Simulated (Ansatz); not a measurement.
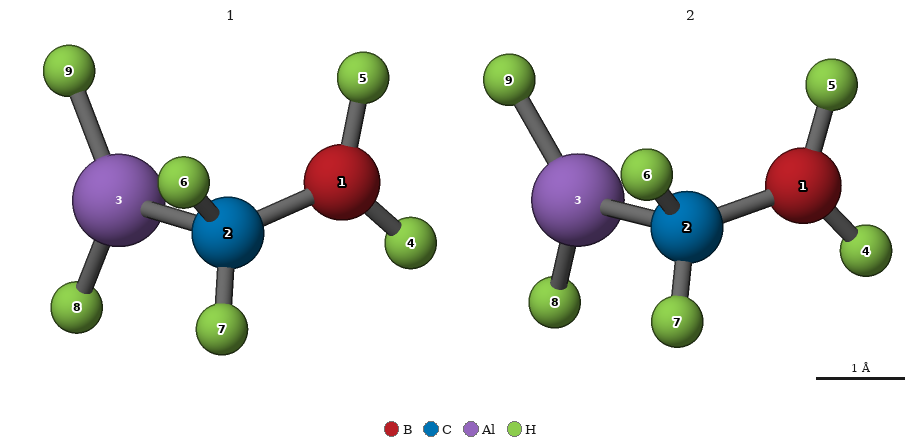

Two geometries of CH6AlB, drawn at one scale. One is the start of a relaxation, the other its converged end. The picture is a ball-and-stick view, seen at a tilt.

Theory: Ansatz 0.2.0, RKS PBE0-D4/def2-TZVP. (force threshold 0.005 eV/Å; at most 150 steps)

### Which one is relaxed?

Structure 2 is the relaxed one. The start comes from PBE-D4/def2-SVP. The largest move after the best rigid fit is that of H9, 0.28 Å. Largest moves by element: H 0.28 Å, C 0.07 Å, B 0.04 Å, Al 0.01 Å. Among the contacts that change: B1–H4 1.222 → 1.200 Å, C2–Al3 2.003 → 1.984 Å, C2–H6 1.113 → 1.095 Å, Al3–H8 1.599 → 1.584 Å. Bond angles that change, for instance: Al3–C2–H7 103.8° → 101.7°, B1–C2–Al3 101.4° → 103.5°. Over 18 geometry steps the energy falls by 2.71 kJ/mol. The largest force component goes from 0.43 to 0.0021 eV/Å. Cost: 34 s on 2 threads of Arm Neoverse V2, on a shared host.
